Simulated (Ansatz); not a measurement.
# C3H10OSi (trimethylsilanol) in Ansatz

Aim: energy and gradient of C3H10OSi (trimethylsilanol).

The results are computed with Ansatz 0.2.0.

7 further runs of the same task are left out: 2 for a known fault of the program, 1 that didn't finish, 4 set aside as unsound or not needed. Runs told in other sessions of the task aren't counted.

### Step 1. Starting point

C3H10OSi has 15 atoms, charge 0, and is taken as a singlet. As SMILES, `C[Si](C)(C)O`. The coordinates come from a PBE0-D4/def2-TZVP relaxation. This is one conformer, not always the lowest.

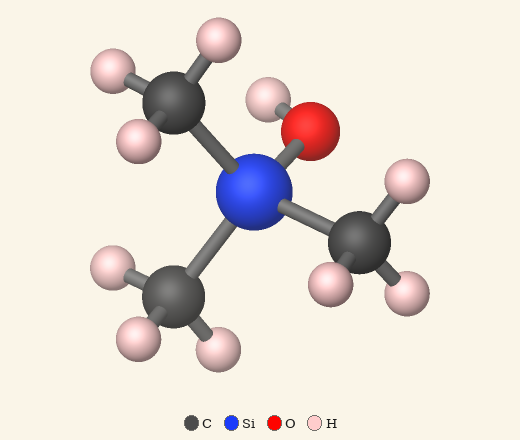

Viewed from a chosen angle; carbon dark grey, silicon blue, oxygen red, hydrogen pink.

### Step 2. The job

File input.yaml:

```yaml
crystal:
  periodic: [false, false, false]
  atoms:
    - {symbol: C, position_ang: [-1.759880, 0.191150, 0.071540]}
    - {symbol: Si, position_ang: [0.089930, 0.200980, -0.204700]}
    - {symbol: C, position_ang: [0.959910, 0.370300, 1.442320]}
    - {symbol: C, position_ang: [0.639300, -1.339490, -1.093220]}
    - {symbol: O, position_ang: [0.516200, 1.448090, -1.213440]}
    - {symbol: H, position_ang: [-2.095970, 1.106050, 0.568270]}
    - {symbol: H, position_ang: [-2.057470, -0.651720, 0.702020]}
    - {symbol: H, position_ang: [-2.296730, 0.107790, -0.876880]}
    - {symbol: H, position_ang: [0.664600, 1.288070, 1.959260]}
    - {symbol: H, position_ang: [2.044780, 0.393380, 1.311290]}
    - {symbol: H, position_ang: [0.718200, -0.468650, 2.101280]}
    - {symbol: H, position_ang: [0.405110, -2.234400, -0.510590]}
    - {symbol: H, position_ang: [1.717690, -1.322690, -1.268870]}
    - {symbol: H, position_ang: [0.142180, -1.426990, -2.062380]}
    - {symbol: H, position_ang: [0.312140, 2.338130, -0.925910]}
basis:
  gaussian:
    orbitals: MINI.json
    fitting: {mean_field: def2-universal-jkfit, correlation: cc-pVDZ-rifit.json}
hamiltonian:
  xc: {name: B2PLYP}
  dispersion: d3bj
  pseudopotentials: {relativity: scalar}
output: {forces: true, orbitals: {seedname: orbitals}}
```

Command:

```
$ ansatz run input.yaml --threads 1 --pin off --max-ram 3480MiB --events-out events.jsonl --progress --plain --runs-dir runs
```

Log:

```text
Error: invalid value for `hamiltonian.dispersion`: no damping is tabulated for this functional; type it, or the functional that lends it
```

Wall time 0.02 s (1 thread of Arm Neoverse V2, shared host).

### Step 3. Diagnosis

The input was rejected.

The telling line is `Error: invalid value for 'hamiltonian.dispersion': no damping is tabulated for this functional; type it, or the functional that lends it`. The program turns down these settings as typed.
